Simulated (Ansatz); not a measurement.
Level of theory: PBE (plane waves to 420 eV, PAW; Ansatz, a quantum-chemistry and plane-wave program).

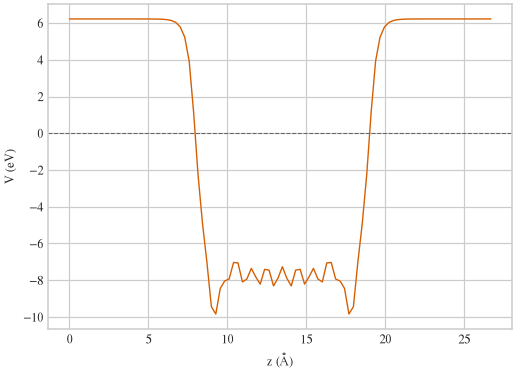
Fig. 1. Electrostatic potential energy of an electron, averaged over planes parallel to the surface, in eV from the highest filled level, for the (210) surface of 3C silicon carbide in its 1x1 cell (cut with top plane C, bottom plane C), relaxed from an ideal cut (the real face may reconstruct), outermost plane spacing 0.49 Å in the ideal cut (one of several cuts of this face), with 1 C a cell over the bulk's ratio, from a spin-polarised start

Model: 23-atom slab, C12Si11, 10.8 Å thick at the start, 7x5x1 mesh, Fermi-Dirac 0.025 eV, dipole correction, all atoms relaxed; symmetry of the start imposed; spin-polarised from one start with parallel moments (other orders not tried), no spin-orbit, no U. The starting moment vanished.

The vacuum level lies 6.22 eV above the highest filled level over the top face and 6.22 eV above it under the bottom face.
